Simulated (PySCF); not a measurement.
C2H15N2PSi3

```xyz
23

C    -2.5992   -2.2412    0.3026
N    -1.6498   -1.6046   -0.5735
Si   -0.2697   -0.7431    0.0100
C     0.5260   -0.1055   -1.6041
Si    2.1652    0.8207   -1.3903
P     3.4297   -0.2280    0.1308
Si   -0.6893    0.8713    1.6147
N    -0.4181    2.4342    0.9272
H    -2.0772   -2.5795    1.1945
H    -3.4063   -1.5673    0.6140
H    -3.0451   -3.1086   -0.1890
H    -2.0788   -1.3144   -1.4388
H     0.5953   -1.8046    0.5655
H    -0.1661    0.5460   -2.1361
H     0.6919   -0.9612   -2.2574
H     2.9435    0.8073   -2.6409
H     1.9215    2.2254   -1.0368
H     2.7951    0.3336    1.2230
H     4.4168    0.7423    0.1363
H     0.2252    0.8643    2.7654
H    -2.0379    0.7294    2.2151
H    -0.4345    3.2395    1.5326
H    -0.8429    2.6710    0.0454
```

Geometry: GFN2-xTB.

Theory: PBE0/pcSseg-1, SCF density, gas phase, non-relativistic (PySCF).

### What can the converged electron density and electron localisation function tell about the bonding?

C–N (1.44 Å): ρ is about 1.9 e/Å³ halfway; the ELF peaks at about 0.95 between the atoms (a covalent bond).
Si–N (1.73 Å): ρ is about 1.1 e/Å³ halfway; the ELF peaks at about 0.90 between the atoms; a shared but strongly polarised pair.
C–Si (1.89 Å): ρ is about 0.9 e/Å³ halfway; the ELF peaks at about 0.95 between the atoms (a covalent bond).

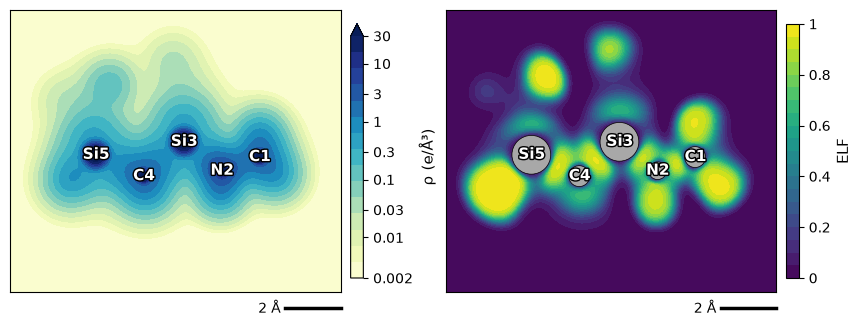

Computed electron density and electron localisation function on the plane of atoms C1, N2 and Si3, in this order. Grey discs cover the atomic cores in the ELF map. 
